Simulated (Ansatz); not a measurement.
C4H2F8 (SMILES FC(F)C(F)(F)C(F)C(F)(F)F)

```csv
atom,x (Å),y (Å),z (Å)
F,-0.3020,-0.2353,2.1972
C,0.1028,0.8208,1.4599
F,-0.2463,1.9473,2.0969
C,-0.6180,0.7840,0.1027
F,-0.1134,1.7742,-0.6567
F,-1.9235,1.0404,0.3067
C,-0.5468,-0.5553,-0.6417
F,-1.2639,-0.4336,-1.7910
C,0.8550,-1.0365,-1.0181
F,1.4973,-0.1806,-1.8010
F,0.7683,-2.1997,-1.6544
F,1.5883,-1.2243,0.0874
H,1.1887,0.7924,1.3480
H,-0.9992,-1.3228,-0.0072
```

Geometry: PBE0-D4/def2-TZVP.

Computed with Ansatz 0.2.0, RKS PBE0-D4/def2-TZVPP.

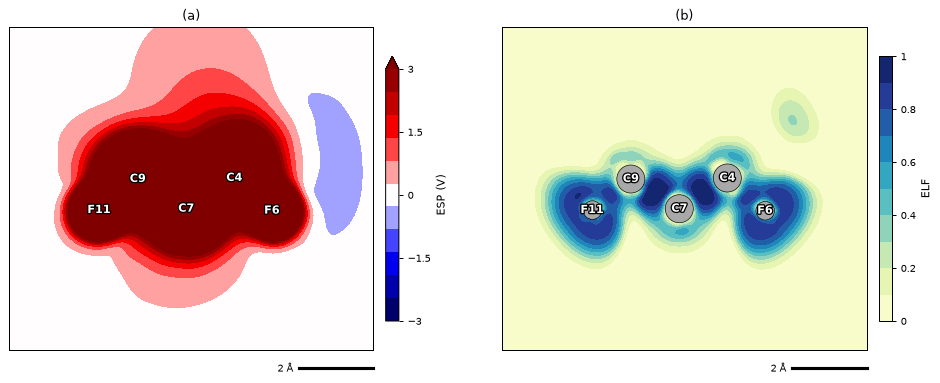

Figure 1. (a) molecular electrostatic potential; (b) ELF on the plane of atoms C4, C7 and C9. Grey discs cover the atomic cores in the ELF map.

Question: Read the bonding off the picture.

Answer: Atoms in the plane: C and F.
C–F (1.35 Å): the ELF peaks at about 0.85 between the atoms: a shared but strongly polarised pair.
C–C (1.53 Å): the ELF peaks at about 1 between the atoms; localised, covalent bonding.
The ELF also peaks beside F11 and F6, away from the bonds: lone-pair regions.
Outside the dense part of the molecule the potential is most negative (−0.4 V) near F6.

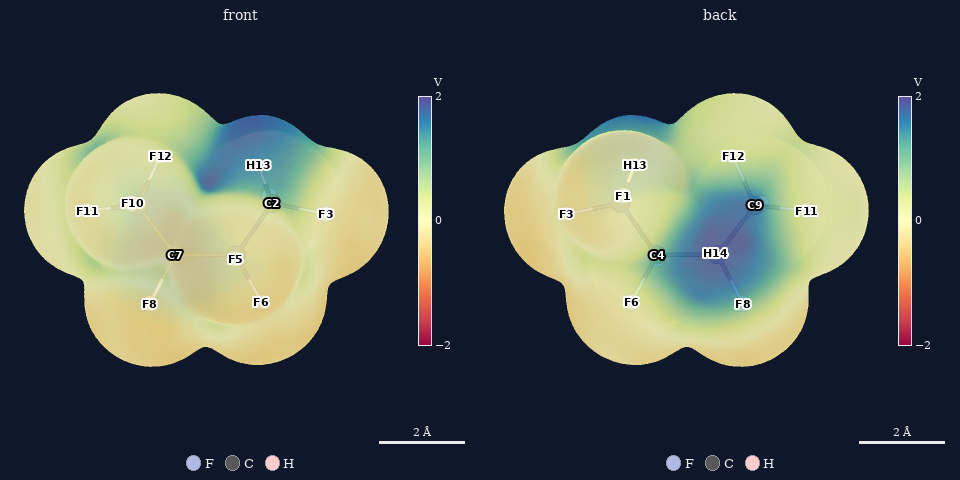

Figure 2. The molecular electrostatic potential painted on the density surface at 0.002 e/bohr³, seen from the front and from behind; red is negative and blue positive.

Question: Where is the surface potential most negative and most positive?

Answer: The most negative region (about −0.4 V) lies over F3, F5, F6 and F8, the most positive (about +1.9 V) over the C and H atoms.

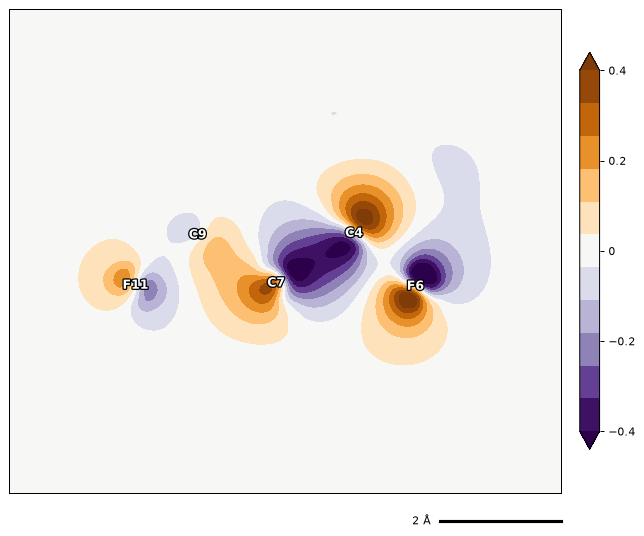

Figure 3. The HOMO on the plane of atoms C4, C7 and C9 (values in Å⁻³ᐟ²; the overall sign is arbitrary).

Question: Describe this orbital and give its energy.

Answer: Its weight (Hirshfeld) is mainly on C4 (about 15 %), C2 (about 15 %), F3 (about 10 %), F5 (about 10 %), F1 (about 10 %) and F6 (about 10 %). Its energy is −10.18 eV.
